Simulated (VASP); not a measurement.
Data:

```yaml
crystal:
  lattice:
    - [3.76491, -1.91492, 0.00499]
    - [3.76491, 1.91492, 0.00499]
    - [2.78673, 0.00000, 3.17421]
  atoms:
    - { symbol: As, position: [0.22690, 0.22690, 0.22690] }
    - { symbol: As, position: [0.77310, 0.77310, 0.77310] }
```

Method: optB88-vdW, VASP's PBE PAW potentials (set 64) (plane waves; VASP). Run with 520 eV cut-off, 13×13×13 Γ-centred mesh, tetrahedra with Blöchl corrections, potentials As.

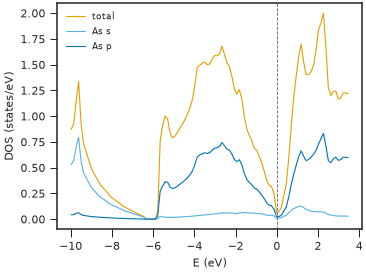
Fig. 1. Total and projected density of states, zero at the Fermi level

Within 2 eV below the Fermi level the largest weight inside VASP's projection spheres is As p.

It has no gap at this level: it comes out as a metal or semimetal.

The compound is As in the a7 structure. It was relaxed first, which changed the volume by +6 %.
